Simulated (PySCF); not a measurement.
**U-wB97X-V/STO-6G run of SiHF2 (SMILES F[SiH]F)**

What is the energy change on altering one bond length of SiHF2 at U-wB97X-V/STO-6G? Input form: a Python script.

The calculation is run with PySCF 2.14.0.

15 further runs of the same task are left out: 5 that didn't finish, 10 set aside as unsound or not needed.

## Step 1: The system as given

SiHF2: 4 atoms, total charge 0, spin state doublet. SMILES: `F[SiH]F`. Geometry: relaxed at GFN2-xTB.

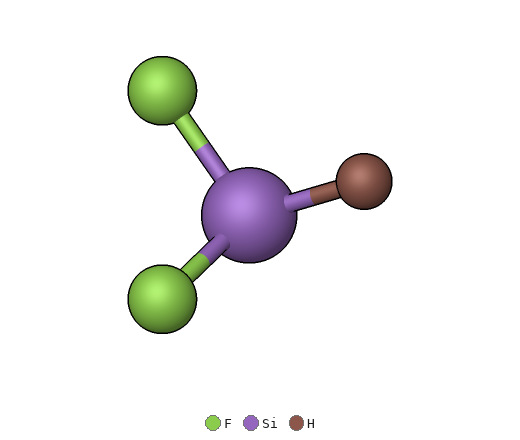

Viewed from a chosen angle; fluorine green, silicon purple, hydrogen brown.

## Step 2: A single-point energy at U-wB97X-V/STO-6G

mol.xyz reads:

```xyz
4

F      1.226950     0.652980    -0.410280
Si    -0.028060    -0.342890    -0.301090
F     -1.234200     0.716240    -0.252780
H      0.035310    -1.026330     0.964150
```

calc.py reads:

```python
from pyscf import gto, dft

mol = gto.M(
    atom='mol.xyz',
    verbose=3,
    spin=1,
    charge=0,
    max_memory=1860,
    basis='sto-6g',
)

mf = dft.UKS(mol, xc='wb97x-v')
mf.nlcgrids.level = 1
mf.grids.level = 5
mf.conv_tol = 1e-10
mf.kernel()
if not mf.converged:
    mf = mf.newton().run(mf.mo_coeff, mf.mo_occ)

energy = mf.e_tot
print('E = %.10f Eh' % energy)
```

Run with:

```console
OMP_NUM_THREADS=1 python calc.py
```

The program printed:

```text
converged SCF energy = -487.556076172871  <S^2> = 0.75228438  2S+1 = 2.0022831
E = -487.5560761729 Eh
```

Wall time 21 s (1 thread of Arm Neoverse V2, shared host); peak memory 0.21 GiB.

## Step 3: The distorted shape at the same level

input.py reads:

```python
from pyscf import gto, dft

mol = gto.M(
    atom=[
    ('F', (2.674284, -0.617946, -0.468251)),
    ('Si', (1.419274, -1.613816, -0.359061)),
    ('F', (-1.234200, 0.716240, -0.252780)),
    ('H', (1.482644, -2.297256, 0.906179)),
],
    spin=1,
    max_memory=1860,
    basis='sto-6g',
    verbose=3,
)

mf = dft.UKS(mol)
mf.xc = 'wb97x-v'
mf.conv_tol = 1e-10
mf.nlcgrids.level = 1
mf.grids.level = 5
mf.kernel()
if not mf.converged:
    mf = mf.newton().run(mf.mo_coeff, mf.mo_occ)

e_tot = mf.e_tot
print('E = %.10f Eh' % e_tot)
```

Run with:

```console
OMP_NUM_THREADS=1 python input.py
```

The program printed:

```text
WARN: HOMO 0.0906526503044739 >= LUMO 0.0905726174113932

SCF not converged.
SCF energy = -487.408649622066 after 50 cycles  <S^2> = 0.75000635  2S+1 = 2.0000064

WARN: NLC contribution in gen_response is NOT included

converged SCF energy = -487.408649622105  <S^2> = 0.75000639  2S+1 = 2.0000064
E = -487.4086496221 Eh
```

Wall time 80 s (1 thread of Arm Neoverse V2, shared host); peak memory 0.35 GiB.

## Step 4: Summary of results

Level: U-wB97X-V/STO-6G.

```
                                                          quantity          value
                                         first shape: total energy  -487.55608 Eh
                                        first shape: dipole moment         1.10 D
                   first shape: HOMO energy (highest over α and β)       -5.07 eV
                    first shape: LUMO energy (lowest over α and β)        3.36 eV
                                                 first shape: ⟨S²⟩          0.752
                                     distorted shape: total energy  -487.40865 Eh
                                    distorted shape: dipole moment         0.37 D
               distorted shape: HOMO energy (highest over α and β)       -4.97 eV
                distorted shape: LUMO energy (lowest over α and β)        2.78 eV
                                             distorted shape: ⟨S²⟩          0.750
energy change with the Si2–F3 bond stretched from 1.606 to 3.533 Å       4.012 eV
```

**Reading.** With the Si2–F3 bond stretched from 1.606 to 3.533 Å the energy rises by 4.01 eV (387 kJ/mol). The first shape isn't relaxed at this level, so the change isn't measured from a minimum. The minimal basis adds a large error of its own. Mulliken charges (first shape) run from -0.25 on F1 to +0.67 on Si2; they depend strongly on the basis.
